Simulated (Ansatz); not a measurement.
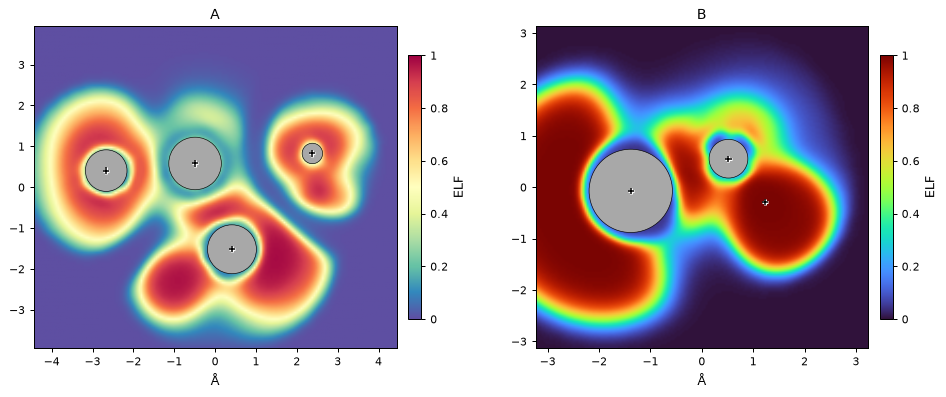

The electron localisation function of 2 systems, each on a plane through atoms (crosses mark nuclei in the plane; grey discs cover the cores).

All numbers below come from RKS PBE0-D4/def2-SVP (Ansatz).

System 1: ClGeH$_{4}$P···HF, the plane of atoms Cl4, Ge1 and P6. 

```xyz
9

Ge    0.1229    0.5745   -0.2630
F     0.5317   -0.5646    2.3534
H     1.0882   -0.6061   -0.3976
Cl   -0.1263    1.4079   -2.2642
H    -1.2815    0.1589    0.1904
P     0.9659    2.1989    1.1063
H     2.2667    2.1785    0.5197
H     0.5101    3.2949    0.3176
H     0.5007    0.2507    2.7908
```

System 2: CH$_{3}$Al···CH$_{4}$, the plane of atoms Al1, C7 and H9. 

```tsv
atom	x (Å)	y (Å)	z (Å)
Al	-1.0308	-0.8654	0.9324
H	1.4966	0.1621	1.3524
C	1.9137	0.1586	0.3292
H	1.8733	-0.8605	-0.0823
H	1.3517	0.8459	-0.3176
H	2.9632	0.4830	0.3790
C	-1.3862	-0.1009	-0.8844
H	-2.3747	-0.4498	-1.2521
H	-1.4318	1.0086	-0.8659
H	-0.6381	-0.3817	-1.6506
```

### Which map belongs to which system?

Panel A is system 1, ClGeH$_{4}$P···HF: the plane holds Ge, F, Cl and P. Ge1···F2 (2.88 Å): the ELF dips to about 0.05 between them. Panel B is system 2, CH$_{3}$Al···CH$_{4}$: the plane holds Al, C and H. C–Al (2.00 Å): the ELF peaks at about 0.95 between the atoms: a polar covalent bond.
